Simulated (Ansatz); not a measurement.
# Si2NH7 (SMILES [SiH3]N[SiH3]): MP2/6-31G(d) (spherical functions)

What is the vertical ionisation energy of Si2NH7 at MP2/6-31G* (spherical functions)? 

Program for the calculation: Ansatz 0.2.0.

52 further runs of the same task are left out: 52 set aside as unsound or not needed.

## 1. The molecule

Si2NH7 has 10 atoms, charge 0, and is taken as a singlet. As SMILES, `[SiH3]N[SiH3]`. The coordinates come from a PBE0-D4/def2-TZVP relaxation.

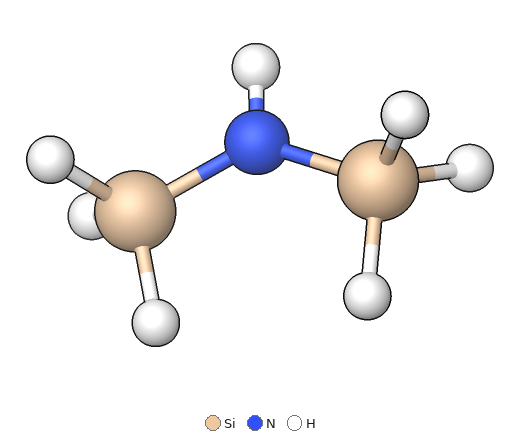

The structure, seen from a chosen angle (silicon light orange, nitrogen blue, hydrogen white).

## 2. A single-point energy at MP2/6-31G(d) (spherical functions)

The input, input.yaml:

```yaml
crystal:
  periodic: [false, false, false]
  atoms:
    - {symbol: Si, position_ang: [-1.042800, 0.758390, -0.879990]}
    - {symbol: "N", position_ang: [0.119990, 0.500410, 0.368670]}
    - {symbol: Si, position_ang: [0.995830, -0.935260, 0.755390]}
    - {symbol: H, position_ang: [-1.373610, -0.567260, -1.458240]}
    - {symbol: H, position_ang: [-0.532280, 1.645360, -1.962590]}
    - {symbol: H, position_ang: [-2.274280, 1.393560, -0.336440]}
    - {symbol: H, position_ang: [0.361990, 1.317290, 0.912940]}
    - {symbol: H, position_ang: [0.403090, -2.042290, -0.034740]}
    - {symbol: H, position_ang: [0.897240, -1.243020, 2.208320]}
    - {symbol: H, position_ang: [2.444830, -0.827180, 0.426680]}
basis:
  gaussian:
    orbitals: 6-31G_st_-spherical.json
correlation:
  method: mp2
  frozen_orbitals: {H: 0, "N": 1, Si: 5}
accuracy: high
```

The basis set 6-31G* is read from a file made from the Basis Set Exchange's data (not shown).

Launch:

```console
$ ansatz run input.yaml --threads 1 --pin off --max-ram 3480MiB --events-out events.jsonl --progress --plain --runs-dir runs
```

Output:

```text
Warning: RAYON_NUM_THREADS=1 ignored (pool sized by the plan → 1); use --threads N
Functional definition: HF
  name "HF"
  exchange = exact_x
  correlation = 0
1509 factors; integrals over basis functions are off by at most 3.5e-9 eV
mean field evaluation 1: about -17314.4013 eV, gradient 3.0e1 eV
mean field evaluation 2: about -17314.5318 eV, gradient 3.0e1 eV
mean field evaluation 4: about -17316.8701 eV, gradient 2.9e0 eV
mean field evaluation 8: about -17316.9055 eV, gradient 2.7e-4 eV
mean field -17316.90554556 eV, -636.3845409793 hartree, gradient 6.7e-8 eV, S^2 0.000000; 0 other end points of the search recorded, 0 dependent functions left out
11 core orbitals not correlated: weight in the atoms' cores, before any rotation towards them, 1.000 or more for the frozen orbitals, at most 0.000 for the correlated occupied ones
reference -17316.90554556 eV, -636.3845409793 hartree; 10, 10 occupied and 43, 43 virtual orbitals, 1509 factors
second order -8.66961265 eV of doubles, -0.00000000 eV of singles
Total energy: -17325.57515821 eV, -636.7031433677 hartree
```

Run time: 0.96 s. Hardware: 1 thread of Intel Xeon 6975P-C (Granite Rapids), shared host; peak memory 0.16 GiB.

## 3. The doublet cation at the same level

Edit input.yaml of step 2 so:

```diff
@@ -16,2 +16,5 @@
     orbitals: 6-31G_st_-spherical.json
+magnetization:
+  spin_polarized: true
+  initial_magnetization: 1
 correlation:
@@ -19,2 +22,3 @@
   frozen_orbitals: {H: 0, "N": 1, Si: 5}
+total_charge: 1
 accuracy: high
```

The basis set 6-31G* is read from a file made from the Basis Set Exchange's data (not shown).

Launch:

```console
$ ansatz run input.yaml --threads 1 --pin off --max-ram 3480MiB --events-out events.jsonl --progress --plain --runs-dir runs
```

Output:

```text
Warning: RAYON_NUM_THREADS=1 ignored (pool sized by the plan → 1); use --threads N
[... 4 set-up lines as earlier in the session ...]
1509 factors; integrals over basis functions are off by at most 3.5e-9 eV
mean field evaluation 1: about -17301.9637 eV, gradient 3.0e1 eV
mean field evaluation 2: about -17302.1045 eV, gradient 3.0e1 eV
mean field evaluation 4: about -17307.5417 eV, gradient 4.3e0 eV
mean field evaluation 8: about -17308.2409 eV, gradient 4.6e-1 eV
mean field evaluation 16: about -17308.2485 eV, gradient 1.1e-8 eV
mean field -17308.24845044 eV, -636.0663986015 hartree, gradient 3.8e-8 eV, S^2 0.764117; 1 other end points of the search recorded, 0 dependent functions left out
11 core orbitals not correlated: weight in the atoms' cores, before any rotation towards them, 1.000 or more for the frozen orbitals, at most 0.000 for the correlated occupied ones
reference -17308.24845044 eV, -636.0663986015 hartree; 10, 9 occupied and 43, 44 virtual orbitals, 1509 factors
second order -7.68908682 eV of doubles, -0.00000000 eV of singles
Total energy: -17315.93753726 eV, -636.3489673304 hartree
```

Run time: 1.2 s. Hardware: 1 thread of Intel Xeon 6975P-C (Granite Rapids), shared host; peak memory 0.2 GiB.

## 4. Summary of results

Level: MP2/6-31G* (spherical functions), 11 core orbitals frozen.

```
                                                    quantity          value
                                singlet Si2NH7: total energy  -636.70314 Eh
singlet Si2NH7: correlation energy (11 core orbitals frozen)     -318.6 mEh
                                doublet cation: total energy  -636.34897 Eh
doublet cation: correlation energy (11 core orbitals frozen)     -282.6 mEh
           doublet cation: ⟨S²⟩ of the reference determinant          0.764
          vertical ionisation energy (to the doublet cation)       9.638 eV
```

In words: The vertical ionisation energy comes to 9.64 eV (222 kcal/mol).
